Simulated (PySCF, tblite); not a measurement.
# C₃H₇N₃Si: tautomers, NMR shifts, part 2 of 3

tblite 0.8.0 and PySCF 2.14.0. Atoms count from 0. The steps go on from the part before.

## Step 10: Geometry optimisation at PBE0-D3(BJ)/def2-SVPD

This step treats C3H7N3Si, `[SiH3]Cc1nc[nH]n1`.

The job: settings as JSON, then the geometry in Å.

```
{"job": {"xc": "PBE0", "basis": "def2-SVPD", "d3": "d3bj", "grid": 1, "kind": "geom"}, "charge": 0, "multiplicity": 1}
Si    -2.213647     0.460993    -0.209464
C     -0.981110    -0.930297     0.235546
C      0.397435    -0.431780     0.120910
N      1.015583     0.264768     1.112396
C      2.184822     0.559237     0.609703
N      2.284594     0.070315    -0.639740
N      1.142331    -0.563721    -0.957174
H     -3.565137    -0.086165    -0.068597
H     -2.025814     1.592998     0.695613
H     -1.980255     0.878941    -1.592336
H     -1.153520    -1.261289     1.258279
H     -1.111228    -1.775332    -0.438123
H      2.961554     1.104906     1.104855
H      3.043036     0.115481    -1.301089
```

Log:

```text
step   0  E = -571.55393898  max force = 0.014799
step   1  E = -571.55605978  max force = 0.003097
step   2  E = -571.55612800  max force = 0.000716
step   3  E = -571.55614445  max force = 0.000439
step   4  E = -571.55616489  max force = 0.000290
step   5  E = -571.55618172  max force = 0.000300
step   6  E = -571.55619028  max force = 0.000169
optimisation converged
```

It took 3.7 min on 1 thread of Intel Xeon at 2.50GHz, shared host; peak memory 0.79 GiB.

Step by step:

```
step  energy from step 0 (eV)  largest force component (eV/Å)
   0                   0.0000                          0.7610
   1                  -0.0577                          0.1593
   2                  -0.0596                          0.0368
   3                  -0.0600                          0.0226
   4                  -0.0606                          0.0149
   5                  -0.0610                          0.0154
   6                  -0.0613                          0.0087
```

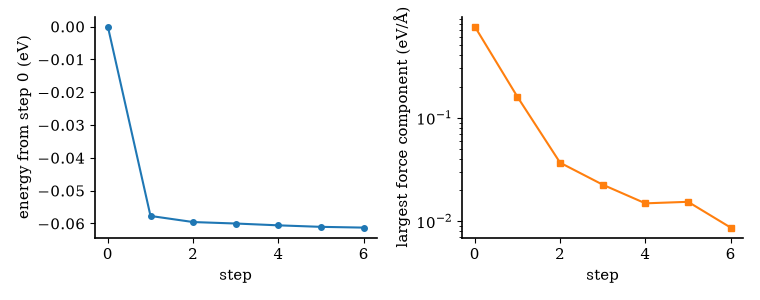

Energy and largest force along the relaxation.

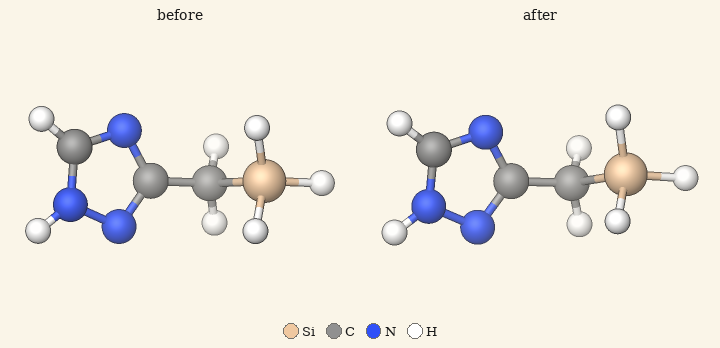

The geometry before (left) and after (right).

Distances of close pairs at the start and the end, largest changes first:

```
  bond  before (Å)  after (Å)  change (Å)
Si0–H9       1.463      1.493      +0.030
Si0–H7       1.465      1.494      +0.030
Si0–H8       1.461      1.491      +0.029
C4–H12       1.071      1.088      +0.017
 C1–C2       1.470      1.484      +0.014
Si0–C1       1.911      1.898      -0.013
C1–H10       1.089      1.101      +0.012
C1–H11       1.089      1.098      +0.010
```

The end geometry stands in the next job.

```
                         at the end point                value
  point group (found at 0.08 Å tolerance)                   C1
rotational constants (GHz, main isotopes)  5.950, 1.289, 1.192
                        dipole moment (D)                 2.72
```

## Step 11: Single point (C3H7N3Si, [SiH3]Cc1nc[nH]n1): PBE0-D3(BJ)/def2-TZVP

Geometry: PBE0-D3(BJ)/def2-SVPD.

The job: settings as JSON, then the geometry in Å.

```
{"job": {"kind": "sp", "xc": "PBE0", "basis": "def2-TZVP", "d3": "d3bj", "grid": 2}, "charge": 0, "multiplicity": 1}
Si    -2.228407     0.558332    -0.106211
C     -1.012256    -0.868671     0.190699
C      0.403320    -0.435377     0.085302
N      1.006608     0.374149     1.002709
C      2.218409     0.533885     0.520337
N      2.335284    -0.142755    -0.634859
N      1.186694    -0.768136    -0.928227
H     -3.627987     0.041777    -0.017671
H     -2.037135     1.628832     0.913315
H     -2.007796     1.130463    -1.467879
H     -1.201977    -1.275886     1.195501
H     -1.205698    -1.662654    -0.543228
H      3.025673     1.114390     0.961581
H      3.133171    -0.227911    -1.247320
```

Log:

```text
coarse grid: 12408 points
cycle   1  E = -571.9093090318  dE =  1.103e+00  |g| = 4.638e-01  |ddm| = 2.908e+00
cycle   2  E = -571.8405791698  dE =  6.873e-02  |g| = 7.356e-01  |ddm| = 9.626e-01
cycle   3  E = -571.9582823951  dE = -1.177e-01  |g| = 1.204e-01  |ddm| = 6.013e-01
cycle   4  E = -571.9606510756  dE = -2.369e-03  |g| = 5.504e-02  |ddm| = 9.850e-02
cycle   5  E = -571.9612355924  dE = -5.845e-04  |g| = 1.899e-02  |ddm| = 4.513e-02
cycle   6  E = -571.9613069700  dE = -7.138e-05  |g| = 5.888e-03  |ddm| = 1.573e-02
cycle   7  E = -571.9613147640  dE = -7.794e-06  |g| = 1.235e-03  |ddm| = 4.878e-03
final grid: 116136 points
cycle   8  E = -571.9464027290  dE = -5.190e-05  |g| = 6.579e-03  |ddm| = 6.367e-02
cycle   9  E = -571.9463996239  dE =  3.105e-06  |g| = 7.632e-03  |ddm| = 1.249e-02
cycle  10  E = -571.9464118506  dE = -1.223e-05  |g| = 9.103e-04  |ddm| = 6.203e-03
cycle  11  E = -571.9464120018  dE = -1.512e-07  |g| = 3.420e-04  |ddm| = 7.045e-04
cycle  12  E = -571.9464120268  dE = -2.498e-08  |g| = 5.568e-05  |ddm| = 2.325e-04
cycle  13  E = -571.9464120272  dE = -4.122e-10  |g| = 3.766e-05  |ddm| = 6.278e-05
converged SCF energy = -571.9464120272
```

Run time: 42 s. Hardware: 1 thread of Intel Xeon at 2.50GHz, shared host; peak memory 0.9 GiB.

## Step 12: Single point (C₃H₇N₃Si, [SiH3]Cc1nc[nH]n1): PBE0-D3(BJ)/def2-TZVP in toluene

Geometry: PBE0-D3(BJ)/def2-SVPD.

The job, as its differences from that of step 11:

```diff
@@ -1,2 +1,2 @@
-{"job": {"kind": "sp", "xc": "PBE0", "basis": "def2-TZVP", "d3": "d3bj", "grid": 2}, "charge": 0, "multiplicity": 1}
+{"job": {"kind": "sp", "xc": "PBE0", "basis": "def2-TZVP", "d3": "d3bj", "grid": 2, "solvent": "toluene"}, "charge": 0, "multiplicity": 1}
 Si    -2.228407     0.558332    -0.106211
```

Log:

```text
final grid: 116136 points
cycle   1  E = -571.9531102927  dE = -3.039e-04  |g| = 2.955e-02  |ddm| = 1.340e-01
cycle   2  E = -571.9526954743  dE =  4.148e-04  |g| = 5.329e-02  |ddm| = 6.557e-02
cycle   3  E = -571.9533255673  dE = -6.301e-04  |g| = 3.596e-03  |ddm| = 3.508e-02
cycle   4  E = -571.9533276337  dE = -2.066e-06  |g| = 1.985e-03  |ddm| = 4.169e-03
cycle   5  E = -571.9533284506  dE = -8.169e-07  |g| = 5.319e-04  |ddm| = 1.895e-03
cycle   6  E = -571.9533285154  dE = -6.481e-08  |g| = 1.537e-04  |ddm| = 6.044e-04
cycle   7  E = -571.9533285204  dE = -4.970e-09  |g| = 4.419e-05  |ddm| = 1.499e-04
converged SCF energy = -571.9533285204
```

Wall time 38 s (1 thread of Intel Xeon at 2.50GHz, shared host); peak memory 0.9 GiB.

## Step 13: Single point (C₃H₇N₃Si, [SiH3]Cc1nc[nH]n1): PBE0-D3(BJ)/def2-TZVP in water

Geometry: PBE0-D3(BJ)/def2-SVPD.

The job, as its differences from that of step 12:

```diff
@@ -1,2 +1,2 @@
-{"job": {"kind": "sp", "xc": "PBE0", "basis": "def2-TZVP", "d3": "d3bj", "grid": 2, "solvent": "toluene"}, "charge": 0, "multiplicity": 1}
+{"job": {"kind": "sp", "xc": "PBE0", "basis": "def2-TZVP", "d3": "d3bj", "grid": 2, "solvent": "water"}, "charge": 0, "multiplicity": 1}
 Si    -2.228407     0.558332    -0.106211
```

Log:

```text
final grid: 116136 points
cycle   1  E = -571.9609299245  dE = -1.649e-03  |g| = 5.419e-02  |ddm| = 2.718e-01
cycle   2  E = -571.9597986235  dE =  1.131e-03  |g| = 9.215e-02  |ddm| = 1.275e-01
cycle   3  E = -571.9616471361  dE = -1.849e-03  |g| = 5.891e-03  |ddm| = 6.092e-02
cycle   4  E = -571.9616524639  dE = -5.328e-06  |g| = 3.607e-03  |ddm| = 7.180e-03
cycle   5  E = -571.9616550724  dE = -2.608e-06  |g| = 1.197e-03  |ddm| = 4.428e-03
cycle   6  E = -571.9616554028  dE = -3.304e-07  |g| = 3.680e-04  |ddm| = 1.555e-03
cycle   7  E = -571.9616554309  dE = -2.813e-08  |g| = 8.962e-05  |ddm| = 3.685e-04
cycle   8  E = -571.9616554326  dE = -1.670e-09  |g| = 2.750e-05  |ddm| = 7.318e-05
converged SCF energy = -571.9616554326
```

It took 42 s on 1 thread of Intel Xeon at 2.50GHz, shared host; peak memory 0.9 GiB.

## Step 14: Optimising the geometry with GFN2-xTB

This step treats C3H7N3Si, `[SiH3]Cc1nnc[nH]1`.

The job: settings as JSON, then the geometry in Å.

```
{"job": {"kind": "relax", "xc": "GFN2-xTB", "basis": "xTB"}, "charge": 0, "multiplicity": 1}
Si    -2.127900     0.220500    -0.560800
C     -0.882100     0.186600     0.781400
C      0.477500    -0.337800     0.385500
N      0.845500    -1.571200     0.288000
N      2.152300    -1.607800    -0.105500
C      2.527400    -0.362700    -0.291200
N      1.510100     0.481200     0.011800
H     -1.653500     1.123100    -1.644800
H     -3.395400     0.811500    -0.036100
H     -2.461900    -1.120200    -1.099600
H     -1.251700    -0.459800     1.610400
H     -0.769800     1.177100     1.226800
H      3.501200    -0.023800    -0.591600
H      1.526800     1.482200    -0.018600
```

Log:

```text
step      E/eV     max force
  0    -557.09916    2.567
  1    -557.22933    0.548
  2    -557.24169    0.359
  3    -557.24571    0.150
  4    -557.25027    0.134
  5    -557.25285    0.156
  6    -557.25548    0.123
  7    -557.25682    0.087
  8    -557.25770    0.092
  9    -557.25836    0.094
 10    -557.25910    0.079
 11    -557.25995    0.106
 12    -557.26083    0.104
 13    -557.26154    0.070
 14    -557.26204    0.053
 15    -557.26246    0.072
 16    -557.26295    0.089
 17    -557.26357    0.088
 18    -557.26426    0.065
 19    -557.26492    0.061
 20    -557.26544    0.056
 21    -557.26588    0.062
 22    -557.26634    0.064
 23    -557.26691    0.063
 24    -557.26759    0.072
 25    -557.26826    0.055
 26    -557.26886    0.057
 27    -557.26942    0.059
 28    -557.26992    0.060
 29    -557.27030    0.049
 30    -557.27054    0.040
 31    -557.27072    0.030
 32    -557.27090    0.041
 33    -557.27106    0.033
 34    -557.27118    0.026
 35    -557.27127    0.021
 36    -557.27134    0.021
 37    -557.27140    0.020
 38    -557.27146    0.021
 39    -557.27150    0.019
 40    -557.27155    0.019
 41    -557.27160    0.018
 42    -557.27165    0.024
 43    -557.27168    0.023
 44    -557.27170    0.015
 45    -557.27172    0.010
 46    -557.27173    0.009
```

Run time: 0.78 s. Hardware: 1 thread of Intel Xeon at 2.50GHz, shared host.

Relaxation path: (not every step is listed)

```
step  energy from step 0 (eV)  largest force (eV/Å)
   0                   0.0000                2.5668
   1                  -0.1302                0.5476
   2                  -0.1425                0.3594
   3                  -0.1466                0.1501
   4                  -0.1511                0.1340
   5                  -0.1537                0.1563
   6                  -0.1563                0.1230
   7                  -0.1577                0.0868
   8                  -0.1585                0.0924
  11                  -0.1608                0.1058
  14                  -0.1629                0.0527
  17                  -0.1644                0.0881
  20                  -0.1663                0.0560
  23                  -0.1678                0.0633
  26                  -0.1697                0.0572
  29                  -0.1711                0.0485
  32                  -0.1717                0.0406
  35                  -0.1721                0.0215
  38                  -0.1723                0.0214
  41                  -0.1724                0.0179
  42                  -0.1725                0.0239
  43                  -0.1725                0.0232
  44                  -0.1725                0.0148
  45                  -0.1726                0.0099
  46                  -0.1726                0.0085
```

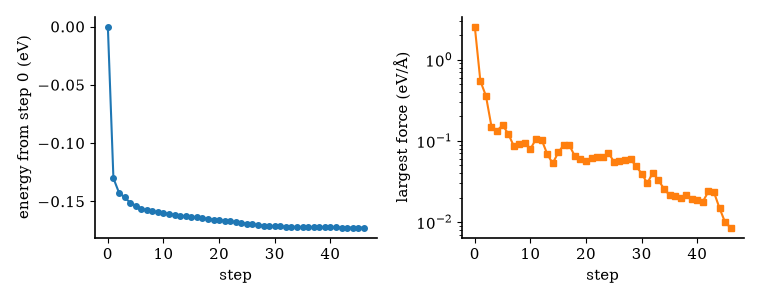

Energy and largest force along the relaxation.

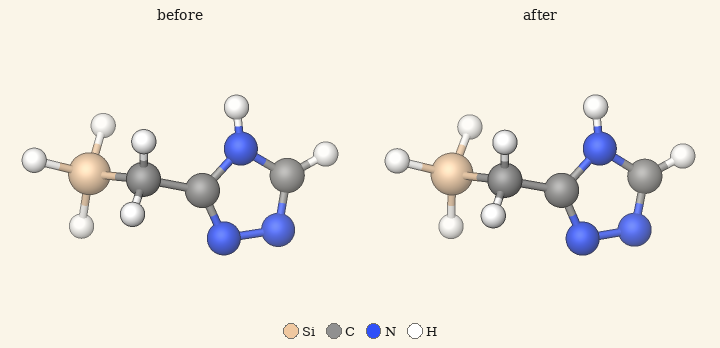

Before and after, at one scale.

Distances of close pairs at the start and the end, largest changes first:

```
  bond  before (Å)  after (Å)  change (Å)
Si0–C1       1.832      1.917      +0.086
 C1–C2       1.510      1.471      -0.040
Si0–H8       1.494      1.464      -0.030
Si0–H9       1.483      1.456      -0.027
C1–H10       1.114      1.088      -0.026
Si0–H7       1.488      1.468      -0.021
 N4–C5       1.314      1.294      -0.020
 N3–N4       1.365      1.346      -0.019
```

The final coordinates are the input of the step that follows.

## Step 15: Vibrational analysis with GFN2-xTB

The job: settings as JSON, then the geometry in Å.

```
{"job": {"kind": "ir", "xc": "GFN2-xTB", "basis": "xTB"}, "charge": 0, "multiplicity": 1}
Si    -2.087699     0.213962    -0.600834
C     -0.871922     0.194180     0.881611
C      0.439889    -0.303209     0.440877
N      0.797224    -1.549747     0.318803
N      2.052552    -1.587437    -0.166278
C      2.450299    -0.368892    -0.340438
N      1.465709     0.504636     0.025634
H     -1.518953     1.087992    -1.633508
H     -3.344971     0.788157    -0.119743
H     -2.257719    -1.141106    -1.105724
H     -1.256349    -0.470716     1.652497
H     -0.765748     1.190155     1.312133
H      3.407779    -0.069407    -0.712955
H      1.488554     1.510486     0.003592
```

Log:

```text
mode    cm-1     km/mol
  1      31.6     12.50
  2     103.8      0.36
  3     107.2      1.15
  4     300.6      2.44
  5     317.4      5.78
  6     503.5     29.69
  7     517.9     32.16
  8     594.5     60.04
  9     633.0      7.17
 10     668.9      9.35
 11     729.5     19.00
 12     754.1     38.65
 13     759.9     88.73
 14     777.3    190.11
 15     785.9    285.87
 16     792.8    252.16
 17     801.2      2.76
 18     931.5      4.34
 19    1001.5     15.73
 20    1049.3      1.47
 21    1097.9     37.45
 22    1124.4      7.87
 23    1172.3      5.42
 24    1202.6     56.79
 25    1290.9     23.08
 26    1365.4     98.86
 27    1445.4      4.62
 28    1492.0     53.11
 29    1548.7     80.61
 30    2237.0    296.55
 31    2272.0    299.37
 32    2340.2    240.43
 33    2983.4     32.74
 34    3015.0     13.63
 35    3183.6     16.66
 36    3464.1      2.74
ZPE 259.568  H(298)-E 282.218  G(298)-E 175.307 kJ/mol  S 358.58 J/(mol K)
```

Wall time 1.3 s (1 thread of Intel Xeon at 2.50GHz, shared host); peak memory 0.68 GiB.

Which atoms move in the most intense modes:

```
cm⁻¹  km/mol                                atoms
 760    88.7  C1 33 %, H9 13 %, H8 13 %, Si0 12 %
 777   190.1                     H9 45 %, H7 31 %
 786   285.9  H7 28 %, H8 19 %, C1 13 %, H11 12 %
 793   252.2                     H8 34 %, H7 34 %
1365    98.9            C2 54 %, N6 16 %, N3 12 %
2237   296.6                              H7 97 %
2272   299.4                              H8 97 %
2340   240.4                              H9 97 %
```

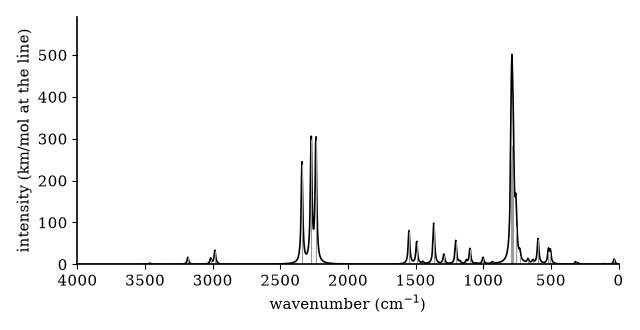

The infrared spectrum from these modes, unscaled. Lines are broadened to a width of 14 cm⁻¹ (Lorentzian).

## Step 16: Relaxing the molecule at PBE0-D3(BJ)/def2-SVPD

This step treats C₃H₇N₃Si, `[SiH3]Cc1nnc[nH]1`.

The job, as its differences from that of step 15:

```diff
@@ -1,2 +1,2 @@
-{"job": {"kind": "ir", "xc": "GFN2-xTB", "basis": "xTB"}, "charge": 0, "multiplicity": 1}
+{"job": {"xc": "PBE0", "basis": "def2-SVPD", "d3": "d3bj", "grid": 1, "kind": "geom"}, "charge": 0, "multiplicity": 1}
 Si    -2.087699     0.213962    -0.600834
```

Log:

```text
step   0  E = -571.54154891  max force = 0.015355
step   1  E = -571.54390394  max force = 0.002457
step   2  E = -571.54402037  max force = 0.000903
step   3  E = -571.54411717  max force = 0.001445
step   4  E = -571.54428650  max force = 0.002479
step   5  E = -571.54435393  max force = 0.001211
step   6  E = -571.54438201  max force = 0.000442
step   7  E = -571.54438514  max force = 0.000364
optimisation converged
```

Run time: 4.3 min. Hardware: 1 thread of Intel Xeon at 2.50GHz, shared host; peak memory 0.79 GiB.

Along the way:

```
step  energy from step 0 (eV)  largest force component (eV/Å)
   0                   0.0000                          0.7896
   1                  -0.0641                          0.1263
   2                  -0.0673                          0.0464
   3                  -0.0699                          0.0743
   4                  -0.0745                          0.1275
   5                  -0.0763                          0.0623
   6                  -0.0771                          0.0227
   7                  -0.0772                          0.0187
```

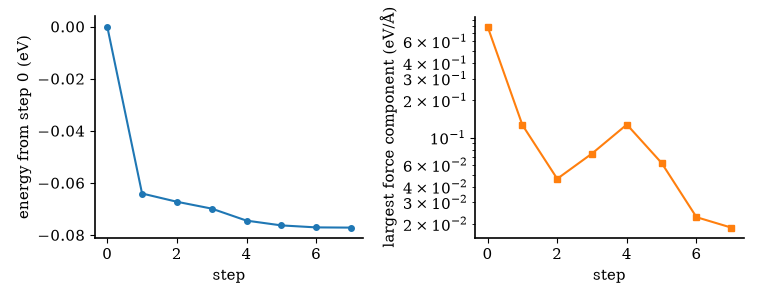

Energy and largest force along the relaxation.

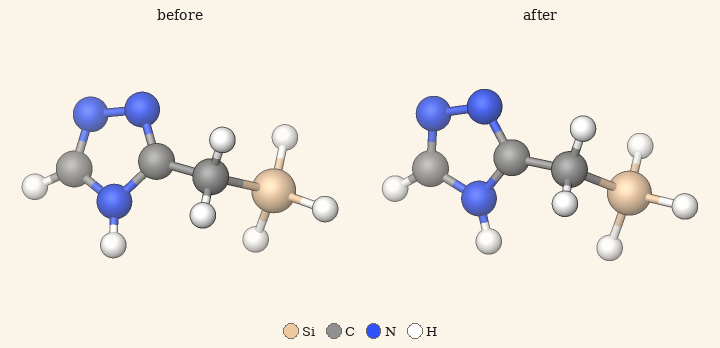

The geometry before (left) and after (right).

Close pairs (by a distance rule), those that changed most:

```
  bond  before (Å)  after (Å)  change (Å)
Si0–H9       1.456      1.490      +0.034
Si0–H7       1.468      1.498      +0.030
Si0–H8       1.464      1.492      +0.029
Si0–C1       1.917      1.899      -0.018
C5–H12       1.070      1.087      +0.017
 N3–N4       1.346      1.362      +0.015
C1–H11       1.090      1.103      +0.013
 C1–C2       1.471      1.482      +0.012
```

The final coordinates are the input of the step that follows.

```
                         at the end point                value
  point group (found at 0.08 Å tolerance)                   C1
rotational constants (GHz, main isotopes)  6.071, 1.275, 1.163
                        dipole moment (D)                 5.37
```

## Step 17: Single point (C₃H₇N₃Si, [SiH3]Cc1nnc[nH]1): PBE0-D3(BJ)/def2-TZVP

Geometry: PBE0-D3(BJ)/def2-SVPD.

The job: settings as JSON, then the geometry in Å.

```
{"job": {"kind": "sp", "xc": "PBE0", "basis": "def2-TZVP", "d3": "d3bj", "grid": 2}, "charge": 0, "multiplicity": 1}
Si    -2.048473     0.307841    -0.604389
C     -0.904443     0.074071     0.893243
C      0.474957    -0.328258     0.529028
N      1.056931    -1.459762     0.842755
N      2.309784    -1.459482     0.309551
C      2.470912    -0.331456    -0.322449
N      1.338880     0.422005    -0.219145
H     -1.464750     1.358521    -1.497665
H     -3.394608     0.764191    -0.150289
H     -2.169737    -0.962568    -1.373623
H     -1.311681    -0.714322     1.541317
H     -0.898942     1.006714     1.481782
H      3.363710    -0.015810    -0.856379
H      1.171226     1.334295    -0.616770
```

Log:

```text
coarse grid: 12408 points
cycle   1  E = -571.8950658526  dE =  1.080e+00  |g| = 4.565e-01  |ddm| = 2.920e+00
cycle   2  E = -571.8008435264  dE =  9.422e-02  |g| = 7.985e-01  |ddm| = 1.168e+00
cycle   3  E = -571.9474714276  dE = -1.466e-01  |g| = 1.350e-01  |ddm| = 7.610e-01
cycle   4  E = -571.9506786400  dE = -3.207e-03  |g| = 4.773e-02  |ddm| = 1.018e-01
cycle   5  E = -571.9511848313  dE = -5.062e-04  |g| = 9.609e-03  |ddm| = 3.797e-02
cycle   6  E = -571.9512036002  dE = -1.877e-05  |g| = 4.192e-03  |ddm| = 8.896e-03
cycle   7  E = -571.9512077744  dE = -4.174e-06  |g| = 8.948e-04  |ddm| = 3.286e-03
final grid: 116136 points
cycle   8  E = -571.9358181612  dE = -5.311e-05  |g| = 6.720e-03  |ddm| = 6.474e-02
cycle   9  E = -571.9358155758  dE =  2.585e-06  |g| = 7.551e-03  |ddm| = 1.302e-02
cycle  10  E = -571.9358279067  dE = -1.233e-05  |g| = 1.007e-03  |ddm| = 6.398e-03
cycle  11  E = -571.9358280739  dE = -1.672e-07  |g| = 5.046e-04  |ddm| = 8.416e-04
cycle  12  E = -571.9358281257  dE = -5.178e-08  |g| = 1.595e-04  |ddm| = 3.668e-04
cycle  13  E = -571.9358281307  dE = -5.009e-09  |g| = 3.766e-05  |ddm| = 1.322e-04
converged SCF energy = -571.9358281307
```

It took 38 s on 1 thread of Intel Xeon at 2.50GHz, shared host; peak memory 0.9 GiB.

## Step 18: Single point (C3H7N3Si, [SiH3]Cc1nnc[nH]1): PBE0-D3(BJ)/def2-TZVP in toluene

Geometry: PBE0-D3(BJ)/def2-SVPD.

The job, as its differences from that of step 17:

```diff
@@ -1,2 +1,2 @@
-{"job": {"kind": "sp", "xc": "PBE0", "basis": "def2-TZVP", "d3": "d3bj", "grid": 2}, "charge": 0, "multiplicity": 1}
+{"job": {"kind": "sp", "xc": "PBE0", "basis": "def2-TZVP", "d3": "d3bj", "grid": 2, "solvent": "toluene"}, "charge": 0, "multiplicity": 1}
 Si    -2.048473     0.307841    -0.604389
```

Log:

```text
final grid: 116136 points
cycle   1  E = -571.9444186298  dE = -1.669e-04  |g| = 6.155e-02  |ddm| = 1.976e-01
cycle   2  E = -571.9417156631  dE =  2.703e-03  |g| = 1.269e-01  |ddm| = 1.471e-01
cycle   3  E = -571.9453549603  dE = -3.639e-03  |g| = 4.912e-03  |ddm| = 8.717e-02
cycle   4  E = -571.9453608896  dE = -5.929e-06  |g| = 1.571e-03  |ddm| = 5.412e-03
cycle   5  E = -571.9453614321  dE = -5.425e-07  |g| = 3.775e-04  |ddm| = 1.900e-03
cycle   6  E = -571.9453614584  dE = -2.625e-08  |g| = 1.879e-04  |ddm| = 4.430e-04
cycle   7  E = -571.9453614664  dE = -7.972e-09  |g| = 3.588e-05  |ddm| = 1.674e-04
converged SCF energy = -571.9453614664
```

Wall time 32 s (1 thread of Intel Xeon at 2.50GHz, shared host); peak memory 0.9 GiB.

## Step 19: Single point (C₃H₇N₃Si, [SiH3]Cc1nnc[nH]1): PBE0-D3(BJ)/def2-TZVP in water

Geometry: PBE0-D3(BJ)/def2-SVPD.

The job, as its differences from that of step 18:

```diff
@@ -1,2 +1,2 @@
-{"job": {"kind": "sp", "xc": "PBE0", "basis": "def2-TZVP", "d3": "d3bj", "grid": 2, "solvent": "toluene"}, "charge": 0, "multiplicity": 1}
+{"job": {"kind": "sp", "xc": "PBE0", "basis": "def2-TZVP", "d3": "d3bj", "grid": 2, "solvent": "water"}, "charge": 0, "multiplicity": 1}
 Si    -2.048473     0.307841    -0.604389
```

Log:

```text
final grid: 116136 points
cycle   1  E = -571.9548672291  dE = -2.344e-03  |g| = 1.102e-01  |ddm| = 3.899e-01
cycle   2  E = -571.9478862941  dE =  6.981e-03  |g| = 2.108e-01  |ddm| = 2.786e-01
cycle   3  E = -571.9577640828  dE = -9.878e-03  |g| = 7.110e-03  |ddm| = 1.509e-01
cycle   4  E = -571.9577752113  dE = -1.113e-05  |g| = 3.088e-03  |ddm| = 8.807e-03
cycle   5  E = -571.9577774224  dE = -2.211e-06  |g| = 9.894e-04  |ddm| = 6.124e-03
cycle   6  E = -571.9577776240  dE = -2.016e-07  |g| = 4.327e-04  |ddm| = 1.571e-03
cycle   7  E = -571.9577776667  dE = -4.262e-08  |g| = 6.730e-05  |ddm| = 4.126e-04
cycle   8  E = -571.9577776677  dE = -1.053e-09  |g| = 1.954e-05  |ddm| = 1.196e-04
converged SCF energy = -571.9577776677
```

Wall time 38 s (1 thread of Intel Xeon at 2.50GHz, shared host); peak memory 0.9 GiB.

(Continued in part 3 of 3.)
